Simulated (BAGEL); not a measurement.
# C2H6Al (SMILES [CH2][AlH][CH3]) at UHF/6-31G(d) (density fitting with qzvpp-jkfit, spherical functions)

What is the vertical ionisation energy of C2H6Al at UHF/6-31G* (density fitting with qzvpp-jkfit, spherical functions)? 

The calculation is run with BAGEL 1.2.2.

4 further runs of the same task are left out: 3 that didn't finish, 1 set aside as unsound or not needed.

## 1. The system as given

The species is C2H6Al (9 atoms), meant as a doublet with charge 0. SMILES: `[CH2][AlH][CH3]`. Geometry: relaxed at PBE0-D4/def2-TZVP. This is one conformer, not always the lowest.

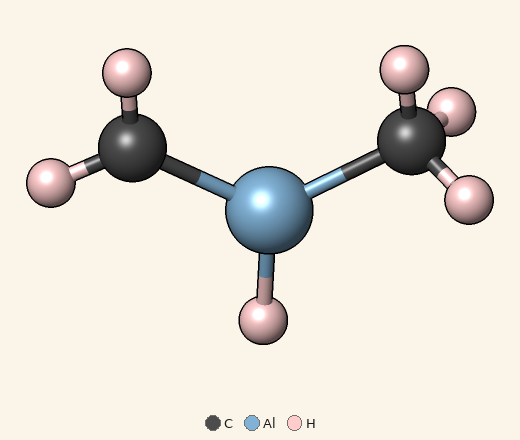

The structure, seen from a chosen angle (carbon dark grey, aluminium light blue, hydrogen pink).

## 2. The energy at UHF/6-31G(d) (density fitting with qzvpp-jkfit, spherical functions)

calc.json

```json
{ "bagel": [

{
  "title": "molecule",
  "basis": "6-31gs.json",
  "df_basis": "qzvpp-jkfit",
  "angstrom": "true",
  "geometry": [
    { "atom": "C", "xyz": [   -1.001700,    0.881800,   -1.329500 ] },
    { "atom": "Al", "xyz": [    0.228900,    0.665000,    0.139600 ] },
    { "atom": "C", "xyz": [    0.616200,   -1.098800,    0.880100 ] },
    { "atom": "H", "xyz": [   -1.528100,    0.061200,   -1.816400 ] },
    { "atom": "H", "xyz": [   -1.257300,    1.842300,   -1.775500 ] },
    { "atom": "H", "xyz": [    0.918900,    1.966700,    0.740100 ] },
    { "atom": "H", "xyz": [    0.137400,   -1.910400,    0.327000 ] },
    { "atom": "H", "xyz": [    1.694000,   -1.291300,    0.896200 ] },
    { "atom": "H", "xyz": [    0.280100,   -1.162700,    1.921100 ] }
  ]
},
{
  "title": "uhf",
  "nopen": 1
},
{
  "title": "print",
  "file": "orbitals.molden",
  "orbitals": "true"
}

]}
```

The basis set 6-31G* is read from a file made from the Basis Set Exchange's data (not shown).

Launch:

```sh
$ BAGEL_NUM_THREADS=1 BAGEL calc.json > calc.out
```

Standard output:

```text
* using 1 threads per process

  ===============================================================
  ===============================================================

  *** Geometry ***

  { "atom" : "C", "xyz" : [     -1.892939,      1.666360,     -2.512391 ] },
  { "atom" : "Al", "xyz" : [      0.432558,      1.256668,      0.263806 ] },
  { "atom" : "C", "xyz" : [      1.164449,     -2.076431,      1.663148 ] },
  { "atom" : "H", "xyz" : [     -2.887690,      0.115651,     -3.432499 ] },
  { "atom" : "H", "xyz" : [     -2.375953,      3.481442,     -3.355209 ] },
  { "atom" : "H", "xyz" : [      1.736469,      3.716524,      1.398586 ] },
  { "atom" : "H", "xyz" : [      0.259648,     -3.610133,      0.617940 ] },
  { "atom" : "H", "xyz" : [      3.201196,     -2.440203,      1.693573 ] },
  { "atom" : "H", "xyz" : [      0.529312,     -2.197185,      3.630353 ] },

  Number of auxiliary basis functions:      386

  Since a DF basis is specified, we compute 2- and 3-index integrals:
    o Being stored without compression. Storage requirement is 0.010 GB

  Number of basis functions:       58
  Number of electrons      :       31

    * METHOD: MOLECULE                             0.11

  *** Open-shell HF ***

  === Nuclear Repulsion ===
    89.0041414470

      * DIIS with orbital gradients will be used.

  === UHF iteration (6-31gs.json) ===
      0       -320.98889084          0.03420831           0.04
      1       -321.07267785          0.01247029           0.04
      2       -321.08390039          0.00535839           0.04
      3       -321.08608929          0.00085401           0.04
      4       -321.08625849          0.00014770           0.04
      5       -321.08628050          0.00008605           0.04
      6       -321.08629501          0.00003431           0.04
      7       -321.08629928          0.00001148           0.04
      8       -321.08629985          0.00000145           0.04
      9       -321.08629987          0.00000057           0.04
     10       -321.08629987          0.00000019           0.04
     11       -321.08629988          0.00000007           0.04
     12       -321.08629988          0.00000004           0.04
     13       -321.08629988          0.00000001           0.04
     14       -321.08629988          0.00000000           0.04
    * SCF iteration converged.

    * S^2 (UHF) is 0.7582

    * Permanent dipole moment:
           (    0.140546,     0.179193,     0.135751) a.u.

    * METHOD: UHF                                  0.68

    * METHOD: PRINT                                0.01

  ===============================================================
```

It took 0.97 s on 1 thread of Arm Neoverse V2, shared host; peak memory 0.082 GiB.

## 3. The singlet cation

calc.json

```json
{ "bagel" : [

{
  "title" : "molecule",
  "basis" : "6-31gs.json",
  "df_basis" : "qzvpp-jkfit",
  "angstrom" : true,
  "geometry" : [
    { "atom" : "C", "xyz" : [   -1.001700,    0.881800,   -1.329500 ] },
    { "atom" : "Al", "xyz" : [    0.228900,    0.665000,    0.139600 ] },
    { "atom" : "C", "xyz" : [    0.616200,   -1.098800,    0.880100 ] },
    { "atom" : "H", "xyz" : [   -1.528100,    0.061200,   -1.816400 ] },
    { "atom" : "H", "xyz" : [   -1.257300,    1.842300,   -1.775500 ] },
    { "atom" : "H", "xyz" : [    0.918900,    1.966700,    0.740100 ] },
    { "atom" : "H", "xyz" : [    0.137400,   -1.910400,    0.327000 ] },
    { "atom" : "H", "xyz" : [    1.694000,   -1.291300,    0.896200 ] },
    { "atom" : "H", "xyz" : [    0.280100,   -1.162700,    1.921100 ] }
  ]
},
{
  "title" : "hf",
  "charge" : 1
},
{
  "title" : "print",
  "file" : "orbitals.molden",
  "orbitals" : true
}

]}
```

The basis set 6-31G* is read from a file made from the Basis Set Exchange's data (not shown).

Launch:

```sh
$ BAGEL_NUM_THREADS=1 BAGEL calc.json > calc.out
```

Standard output:

```text
* using 1 threads per process

  ===============================================================
  ===============================================================

  *** Geometry ***

  { "atom" : "C", "xyz" : [     -1.892939,      1.666360,     -2.512391 ] },
  { "atom" : "Al", "xyz" : [      0.432558,      1.256668,      0.263806 ] },
  { "atom" : "C", "xyz" : [      1.164449,     -2.076431,      1.663148 ] },
  { "atom" : "H", "xyz" : [     -2.887690,      0.115651,     -3.432499 ] },
  { "atom" : "H", "xyz" : [     -2.375953,      3.481442,     -3.355209 ] },
  { "atom" : "H", "xyz" : [      1.736469,      3.716524,      1.398586 ] },
  { "atom" : "H", "xyz" : [      0.259648,     -3.610133,      0.617940 ] },
  { "atom" : "H", "xyz" : [      3.201196,     -2.440203,      1.693573 ] },
  { "atom" : "H", "xyz" : [      0.529312,     -2.197185,      3.630353 ] },

  Number of auxiliary basis functions:      386

  Since a DF basis is specified, we compute 2- and 3-index integrals:
    o Being stored without compression. Storage requirement is 0.010 GB

  Number of basis functions:       58
  Number of electrons      :       31

    * METHOD: MOLECULE                             0.11

  *** RHF ***

  === Nuclear Repulsion ===
    89.0041414470

      * DIIS with orbital gradients will be used.

  === RHF iteration (6-31gs.json) ===
      0       -320.66280835          0.01750606           0.02
      1       -320.75530196          0.00675613           0.02
      2       -320.76864331          0.00162341           0.02
      3       -320.76970700          0.00022567           0.02
      4       -320.76973255          0.00006854           0.02
      5       -320.76973552          0.00001672           0.02
      6       -320.76973571          0.00000397           0.02
      7       -320.76973572          0.00000047           0.02
      8       -320.76973572          0.00000012           0.02
      9       -320.76973572          0.00000003           0.02
     10       -320.76973572          0.00000002           0.02
     11       -320.76973572          0.00000001           0.02
    * SCF iteration converged.

    * Permanent dipole moment:
           (    1.536218,    -0.821902,     1.924378) a.u.

    * METHOD: HF                                   0.31

    * METHOD: PRINT                                0.01

  ===============================================================
```

It took 0.58 s on 1 thread of Arm Neoverse V2, shared host; peak memory 0.082 GiB.

## 4. Results

Level: UHF/6-31G* (density fitting with qzvpp-jkfit, spherical functions).

| quantity | value |
| --- | --- |
| doublet C2H6Al: total energy | -321.08630 Eh |
| doublet C2H6Al: dipole moment | 0.67 D |
| doublet C2H6Al: ⟨S²⟩ | 0.758 |
| singlet cation: total energy | -320.76974 Eh |
| singlet cation: HOMO energy | -15.74 eV |
| singlet cation: LUMO energy | -7.25 eV |
| singlet cation: HOMO–LUMO gap | 8.48 eV |
| vertical ionisation energy (to the singlet cation) | 8.614 eV |

What this shows: Removing an electron at fixed nuclei costs 8.61 eV (199 kcal/mol). Only the singlet of the ionised species was computed; a triplet could lie lower.
